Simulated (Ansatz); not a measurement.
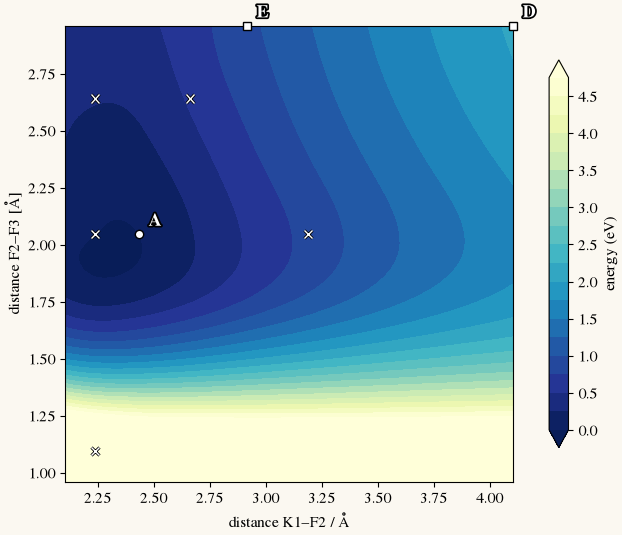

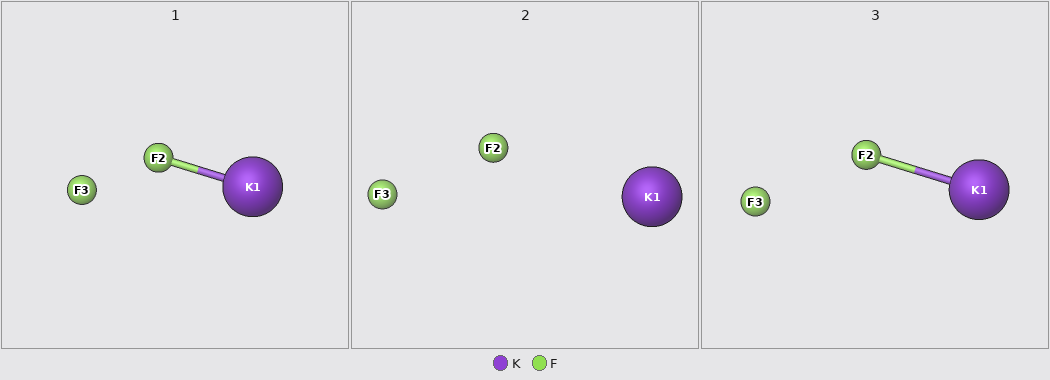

The system K + F₂, spin multiplicity 2. First axis: distance K1–F2. Second axis: distance F2–F3. Nothing is relaxed (the angle K1–F2–F3 is fixed at 140 degrees). The grid has 9 × 9 points. At 5 points there is no value. Points are written as (first, second). Energies are in eV, from the lowest grid point. These are results of Ansatz 0.2.0, UKS PBE-D4/def2-SVPD, not measurements.

The picture shows filled contours, crosses at grid points without a value, one colour for all values above the top of the scale, lettered points. Between grid points the surface is interpolated. The numbered pictures are the structures at these points, in random order.

Which structure belongs to which point?

Answer. A is structure 1: (2.434 Å, 2.046 Å), 0.0 eV; D is structure 2: (4.104 Å, 2.960 Å), 2.0 eV; E is structure 3: (2.916 Å, 2.960 Å), 0.9 eV.
